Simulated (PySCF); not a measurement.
**SiH2S (SMILES [SiH]S) at B3LYP/STO-6G**

What is the vertical ionisation energy of SiH2S at B3LYP/STO-6G? The job is set up through a Python script.

The results are computed with PySCF 2.14.0.

10 further runs of the same task are left out: 1 that didn't finish, 9 set aside as unsound or not needed.

**1. Starting point**

SiH2S: 4 atoms, total charge 0, spin state singlet. As SMILES, `[SiH]S`. Geometry: relaxed at PBE0-D4/def2-TZVP.

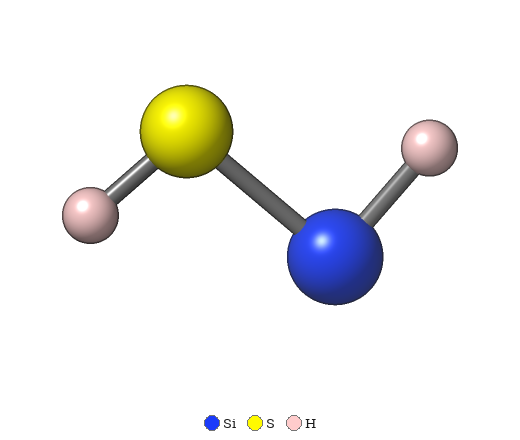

The structure, seen from a chosen angle (silicon blue, sulfur yellow, hydrogen pink).

**2. A single-point energy at B3LYP/STO-6G**

The input, calc.py:

```python
from pyscf import gto, dft

molecule = gto.Mole()
molecule.atom = '''
Si    -0.496620    -2.030322     0.304435
S      0.359993     1.811869    -0.390417
H      1.922796    -2.250286     1.854577
H     -1.681289     2.354599    -1.806956
'''
molecule.spin = 0
molecule.unit = 'bohr'
molecule.charge = 0
molecule.basis = 'sto-6g'
molecule.verbose = 4
molecule.max_memory = 1860
molecule.build()

myscf = dft.RKS(molecule, xc='b3lyp')
myscf.grids.level = 5
myscf.conv_tol = 1e-10
myscf.kernel()
if not myscf.converged:
    myscf = myscf.newton().run(myscf.mo_coeff, myscf.mo_occ)

e_tot = myscf.e_tot
print('E = %.10f Eh' % e_tot)
```

The run is started by

```sh
$ OMP_NUM_THREADS=1 python calc.py
```

The program printed:

```text
PySCF version 2.14.0

[INPUT] num. atoms = 4
[INPUT] num. electrons = 32
[INPUT] charge = 0
[INPUT] spin (= nelec alpha-beta = 2S) = 0
[INPUT] symmetry False subgroup None
[INPUT] Mole.unit = bohr
[INPUT] Symbol           X                Y                Z      unit          X                Y                Z       unit  Magmom
[INPUT]  1 Si    -0.262799986487  -1.074400133230   0.161100064206 AA   -0.496620000000  -2.030322000000   0.304435000000 Bohr   0.0
[INPUT]  2 S      0.190500091691   0.958799783972  -0.206599779156 AA    0.359993000000   1.811869000000  -0.390417000000 Bohr   0.0
[INPUT]  3 H      1.017499824448  -1.190800069252   0.981399884296 AA    1.922796000000  -2.250286000000   1.854577000000 Bohr   0.0
[INPUT]  4 H     -0.889699823770   1.246000131655  -0.956199936335 AA   -1.681289000000   2.354599000000  -1.806956000000 Bohr   0.0

nuclear repulsion = 73.393081005312
number of shells = 12
number of NR pGTOs = 120
number of NR cGTOs = 20
basis = sto-6g
ecp = {}

******** <class 'pyscf.dft.rks.RKS'> ********
method = RKS
initial guess = minao
damping factor = 0
level_shift factor = 0
DIIS = <class 'pyscf.scf.diis.CDIIS'>
diis_start_cycle = 1
diis_space = 8
diis_damp = 0
SCF conv_tol = 1e-10
SCF conv_tol_grad = None
SCF max_cycles = 50
direct_scf = True
direct_scf_tol = 1e-13
XC library pyscf.dft.libxc version 7.0.0
    S. Lehtola, C. Steigemann, M. J.T. Oliveira, and M. A.L. Marques.,  SoftwareX 7, 1–5 (2018)
XC functionals = b3lyp
    P. J. Stephens, F. J. Devlin, C. F. Chabalowski, and M. J. Frisch.,  J. Phys. Chem. 98, 11623 (1994)
radial grids:
    Treutler-Ahlrichs [JCP 102, 346 (1995); DOI:10.1063/1.469408] (M4) radial grids

becke partition: Becke, JCP 88, 2547 (1988); DOI:10.1063/1.454033
pruning grids: <function nwchem_prune>
grids dens level: 5
symmetrized grids: False
atomic radii adjust function: <function treutler_atomic_radii_adjust>
small_rho_cutoff = 0
Set gradient conv threshold to 1e-05
Initial guess from minao.
tot grids = 133680
init E= -686.095460703921
  HOMO = -0.209974040613748  LUMO = -0.0410026290425834  gap/eV = 4.59795
cycle= 1 E= -686.351245872908  delta_E= -0.256  |g|= 0.264  |ddm|= 2.41
  HOMO = -0.110612964400482  LUMO = 0.0416537425622021  gap/eV = 4.14339
cycle= 2 E= -686.252019803306  delta_E= 0.0992  |g|= 0.563  |ddm|= 1.48
  HOMO = -0.111280250549655  LUMO = 0.0644330399842062  gap/eV = 4.78140
cycle= 3 E= -686.385250914477  delta_E= -0.133  |g|= 0.0343  |ddm|= 1.03
  HOMO = -0.117222721170224  LUMO = 0.0595299900765199  gap/eV = 4.80969
cycle= 4 E= -686.386027689168  delta_E= -0.000777  |g|= 0.00818  |ddm|= 0.122
  HOMO = -0.116889465945721  LUMO = 0.0606718220467288  gap/eV = 4.83169
cycle= 5 E= -686.386067578403  delta_E= -3.99e-05  |g|= 0.000525  |ddm|= 0.0207
  HOMO = -0.116778556860054  LUMO = 0.0608277410159863  gap/eV = 4.83291
cycle= 6 E= -686.386067722948  delta_E= -1.45e-07  |g|= 7.69e-05  |ddm|= 0.00135
  HOMO = -0.116790004844072  LUMO = 0.0608111835921643  gap/eV = 4.83277
cycle= 7 E= -686.38606772604  delta_E= -3.09e-09  |g|= 1.6e-05  |ddm|= 0.000206
  HOMO = -0.116790974652783  LUMO = 0.0608095829357547  gap/eV = 4.83276
cycle= 8 E= -686.386067726163  delta_E= -1.23e-10  |g|= 2.22e-06  |ddm|= 2.9e-05
  HOMO = -0.11679108087932  LUMO = 0.0608092839558046  gap/eV = 4.83275
cycle= 9 E= -686.386067726165  delta_E= -2.39e-12  |g|= 2.06e-07  |ddm|= 4.2e-06
  HOMO = -0.116791106675515  LUMO = 0.0608092414020673  gap/eV = 4.83275
Extra cycle  E= -686.386067726165  delta_E= 6.82e-13  |g|= 3.12e-07  |ddm|= 1.09e-06
converged SCF energy = -686.386067726165
E = -686.3860677262 Eh
```

Run time: 5.1 s. Hardware: 1 thread of Intel Xeon Platinum 8259CL at 2.50GHz (Skylake/Cascade Lake), shared host; peak memory 0.2 GiB.

**3. The doublet cation at the same level**

The input, run.py:

```python
from pyscf import gto, dft

molecule = gto.M(
    atom='Si -0.262800 -1.074400 0.161100; S 0.190500 0.958800 -0.206600; H 1.017500 -1.190800 0.981400; H -0.889700 1.246000 -0.956200',
    verbose=4,
    max_memory=1860,
    charge=1,
    basis='sto-6g',
    spin=1,
)

mf = dft.UKS(molecule)
mf.xc = 'b3lyp'
mf.conv_tol = 1e-10
mf.grids.level = 5
mf.kernel()
if not mf.converged:
    mf = mf.newton().run(mf.mo_coeff, mf.mo_occ)

e_final = mf.e_tot
print('E = %.10f Eh' % e_final)
```

The run is started by

```sh
$ OMP_NUM_THREADS=1 python run.py
```

The program printed:

```text
PySCF version 2.14.0

[INPUT] num. atoms = 4
[INPUT] num. electrons = 31
[INPUT] charge = 1
[INPUT] spin (= nelec alpha-beta = 2S) = 1
[INPUT] symmetry False subgroup None
[INPUT] Mole.unit = angstrom
[INPUT] Symbol           X                Y                Z      unit          X                Y                Z       unit  Magmom
[INPUT]  1 Si    -0.262800000000  -1.074400000000   0.161100000000 AA   -0.496620025536  -2.030321748233   0.304434878667 Bohr   0.0
[INPUT]  2 S      0.190500000000   0.958800000000  -0.206600000000 AA    0.359992826730   1.811869408233  -0.390417417335 Bohr   0.0
[INPUT]  3 H      1.017500000000  -1.190800000000   0.981400000000 AA    1.922796331745  -2.250285869132   1.854577218648 Bohr   0.0
[INPUT]  4 H     -0.889700000000   1.246000000000  -0.956200000000 AA   -1.681289333026   2.354598751208  -1.806956120309 Bohr   0.0

nuclear repulsion = 73.3930779719357
number of shells = 12
number of NR pGTOs = 120
number of NR cGTOs = 20
basis = sto-6g
ecp = {}

[... 83 lines left out ...]
converged SCF energy = -686.149039687668  <S^2> = 0.75539136  2S+1 = 2.0053841
E = -686.1490396877 Eh
```

It took 8.7 s on 1 thread of Intel Xeon Platinum 8259CL at 2.50GHz (Skylake/Cascade Lake), shared host; peak memory 0.2 GiB.

**4. Summary of results**

Level: B3LYP/STO-6G.

```
                                          quantity          value
                       singlet SiH2S: total energy  -686.38607 Eh
                      singlet SiH2S: dipole moment         0.89 D
                        singlet SiH2S: HOMO energy       -3.18 eV
                        singlet SiH2S: LUMO energy        1.65 eV
                      singlet SiH2S: HOMO–LUMO gap        4.83 eV
                      doublet cation: total energy  -686.14904 Eh
doublet cation: HOMO energy (highest over α and β)      -12.19 eV
 doublet cation: LUMO energy (lowest over α and β)       -9.65 eV
                              doublet cation: ⟨S²⟩          0.755
vertical ionisation energy (to the doublet cation)       6.450 eV
```

The vertical ionisation energy comes to 6.45 eV (149 kcal/mol). −ε(HOMO) before ionisation, 3.18 eV, is 3.27 eV below this ionisation energy. In a minimal basis such a difference can be off by several eV, whatever the method.
